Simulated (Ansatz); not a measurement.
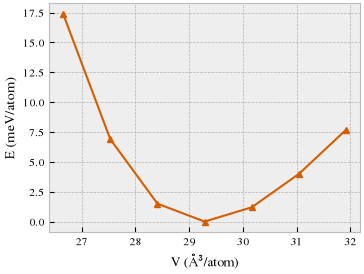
CdBr₂ in space group P6_3mc (No. 186; Cd on 2b, Br on 2a, Br on 2b) under volume change, r²SCAN+D4 in the plane-wave PAW code Ansatz, shape and atoms relaxed at each volume.

Task: What does a third-order Birch–Murnaghan fit give for V₀, B₀ and B′?

Result: V₀ = 29.28 Å³/atom, B₀ = 15.9 GPa, B′ = 12.0.

The first step of the workflow began from a Materials Project structure, measured or hypothetical; the Crystallography Open Database files this formula in space group No. 186, but the cells were not matched. Its standing as an ambient phase is unchecked. The r²SCAN+D4 relaxation kept the symmetry of its start; whether a distortion lowers the energy is not shown.

Potentials: the later of the program's two PAW sets.
